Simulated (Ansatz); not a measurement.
Start from this file.

```
Ti
1.0
     2.86394    0.00000    0.00000
    -1.43197    2.48024    0.00000
     0.00000    0.00000   26.33732
Ti
6
Direct
  0.66667 0.33333 0.28477
  0.33333 0.66667 0.37086
  0.66667 0.33333 0.45695
  0.33333 0.66667 0.54305
  0.66667 0.33333 0.62914
  0.33333 0.66667 0.71523
```

What does this file describe?

The element is titanium. The cell holds six atoms. Ti takes three kinds of site: 2d with nine Ti at 2.81 to 2.86 Å; 2d with twelve Ti in an anticuboctahedral arrangement at 2.81 to 2.86 Å; 2d with twelve Ti in an anticuboctahedral arrangement at 2.81 to 2.86 Å. The bonds build Ti layers parallel to (001).

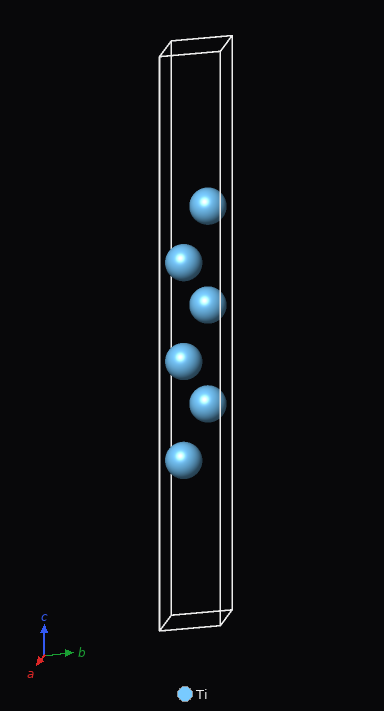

Spheres-only representation of a periodic structure, projected slightly off an axis. The lines enclose the simulation cell; boundary atoms appear with their images. Colours: titanium blue.

Starting structure: a structure listed in the Materials Project, from which a slab was cut. Earlier steps of the study may have refined or changed the cell and positions. It was run through Ansatz as a DFT input.

At this level of theory the cell isn't at rest (forces up to 0.6 eV/Å), so its distances can differ from those at equilibrium, the more so the softer the solid.
